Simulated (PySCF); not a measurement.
**NMR shielding calculation of C4H4N2Si**

System: C4H4N2Si.
Method: GIAO BLYP/pcSseg-1 NMR shielding, non-relativistic, gas phase (PySCF 2.14.0).

The geometry comes from this level: PBE0-D3(BJ)/def2-SVP. Figures and captions count atoms from 1; the log counts them from 0 in places.

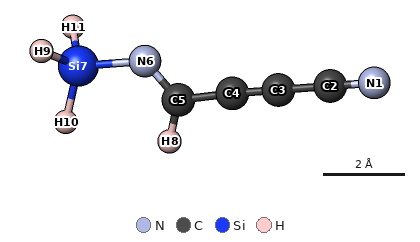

*The structure as given in the input (ball-and-stick view, seen at a tilt; atoms are numbered from 1 in the order of the input).*

Bond lengths as drawn: C–C 1.22 to 1.44 Å, C–H 1.11 Å, C–N 1.16 to 1.27 Å, H–Si 1.49 to 1.50 Å and N–Si 1.76 Å.

Key numbers

```json
{"quantity": "outcome", "value": "converged"}
{"quantity": "total energy", "value": "−553.631636 hartree"}
{"quantity": "HOMO", "value": "−6.52 eV"}
{"quantity": "LUMO", "value": "−3.68 eV"}
{"quantity": "dipole moment", "value": "4.20 D"}
{"quantity": "isotropic shielding, N", "value": "−191.1 to −66.9 ppm"}
{"quantity": "isotropic shielding, C", "value": "18.7 to 109.0 ppm"}
{"quantity": "isotropic shielding, Si", "value": "368.8 ppm"}
{"quantity": "isotropic shielding, H", "value": "23.0 to 26.7 ppm"}
{"quantity": "hardware", "value": "1 CPU thread, shared host"}
{"quantity": "wall time", "value": "18 s"}
{"quantity": "peak memory", "value": "0.68 GiB"}
```

Input
```
{"job": {"kind": "nmr", "xc": "BLYP", "basis": "pcSseg-1", "pop": false}, "charge": 0, "multiplicity": 1}
N      5.119801     1.271667    -0.040883
C      4.034705     0.856678     0.011880
C      2.756170     0.360420     0.077800
C      1.620675    -0.076753     0.135660
C      0.304233    -0.645344     0.230590
N     -0.726495    -0.015184    -0.154195
Si    -2.368058    -0.645667    -0.071107
H      0.288959    -1.668746     0.665029
H     -3.163536     0.290652     0.770223
H     -2.402104    -2.024835     0.518139
H     -2.907387    -0.668128    -1.458927
```

The first line tells a small driver script what to run in PySCF; the rest is the geometry in Å.

Run as:
```bash
OMP_NUM_THREADS=1 python <driver script> task.json out
```

What the program printed
```
coarse grid: 10576 points
cycle   1  E = -553.4867035787  dE =  8.003e-01  |g| = 5.997e-01  |ddm| = 3.651e+00
cycle   2  E = -552.9743924176  dE =  5.123e-01  |g| = 1.561e+00  |ddm| = 2.867e+00
cycle   3  E = -553.5399829292  dE = -5.656e-01  |g| = 3.425e-01  |ddm| = 2.176e+00
cycle   4  E = -553.5640794752  dE = -2.410e-02  |g| = 1.611e-01  |ddm| = 4.234e-01
cycle   5  E = -553.5689693380  dE = -4.890e-03  |g| = 8.299e-02  |ddm| = 2.041e-01
cycle   6  E = -553.5706959692  dE = -1.727e-03  |g| = 2.511e-02  |ddm| = 8.929e-02
cycle   7  E = -553.5707852225  dE = -8.925e-05  |g| = 1.656e-02  |ddm| = 2.641e-02
cycle   8  E = -553.5708544699  dE = -6.925e-05  |g| = 3.136e-03  |ddm| = 1.613e-02
cycle   9  E = -553.5708570838  dE = -2.614e-06  |g| = 5.207e-04  |ddm| = 4.345e-03
final grid: 100232 points
cycle  10  E = -553.6316284670  dE = -1.571e-05  |g| = 5.591e-03  |ddm| = 4.719e-02
cycle  11  E = -553.6316015708  dE =  2.690e-05  |g| = 1.221e-02  |ddm| = 1.975e-02
cycle  12  E = -553.6316301270  dE = -2.856e-05  |g| = 4.820e-03  |ddm| = 1.414e-02
cycle  13  E = -553.6316358094  dE = -5.682e-06  |g| = 1.097e-03  |ddm| = 4.793e-03
cycle  14  E = -553.6316360825  dE = -2.731e-07  |g| = 3.727e-04  |ddm| = 1.270e-03
cycle  15  E = -553.6316361162  dE = -3.373e-08  |g| = 9.213e-05  |ddm| = 3.522e-04
cycle  16  E = -553.6316361173  dE = -1.054e-09  |g| = 6.792e-05  |ddm| = 1.227e-04
cycle  17  E = -553.6316361184  dE = -1.131e-09  |g| = 9.312e-06  |ddm| = 5.591e-05
cycle  18  E = -553.6316361184  dE = -2.115e-11  |g| = 3.079e-06  |ddm| = 1.453e-05
```

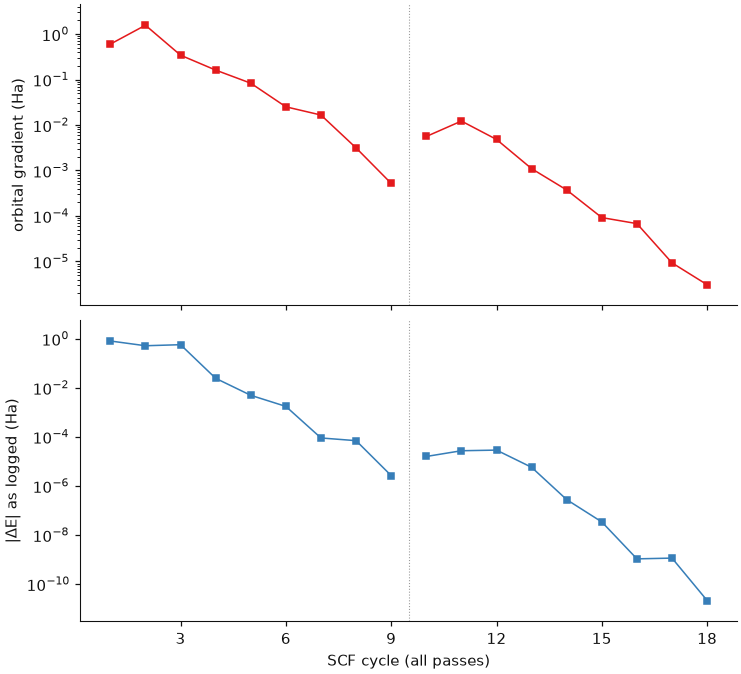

*Convergence of the self-consistent field: orbital gradient and size of the energy change against the SCF cycle. The dotted line marks the change from a coarse to the final integration grid.*

The first 9 cycles use a coarse grid, the final grid takes over at cycle 10, and the field converges after 18 cycles in all.

```
converged SCF energy = -553.6316361184

GIAO shielding tensors (ppm)
atom      isotropic    diamagn.    paramagn.     s11        s22        s33       span
  0 N      -66.896     342.657    -409.553   -257.529   -231.317    288.160    545.689
  1 C       69.514     264.533    -195.019    -38.366    -38.316    285.224    323.590
  2 C      109.003     246.817    -137.814     53.250     56.817    216.943    163.694
  3 C       98.048     251.241    -153.193     -2.075      5.605    290.614    292.689
  4 C       18.742     260.065    -241.324    -75.544     29.423    102.346    177.890
  5 N     -191.086     329.114    -520.200   -659.724   -200.644    287.110    946.834
  6 Si     368.827     879.374    -510.547    308.574    357.781    440.125    131.550
  7 H       23.001      29.041      -6.040     20.457     23.953     24.593      4.137
  8 H       26.314      28.330      -2.016     24.013     25.066     29.864      5.851
  9 H       26.708      28.013      -1.306     24.469     25.268     30.386      5.918
 10 H       26.318      28.225      -1.907     24.020     25.064     29.870      5.850
```

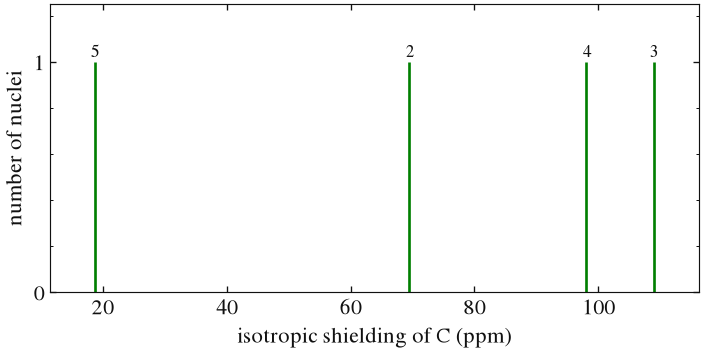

*Isotropic shieldings of the carbon nuclei in this fixed geometry, labelled by atom number; shielding grows to the right, so chemical shift grows to the left.*

The least shielded is C5 (18.7 ppm), the most shielded C3 (109.0 ppm).
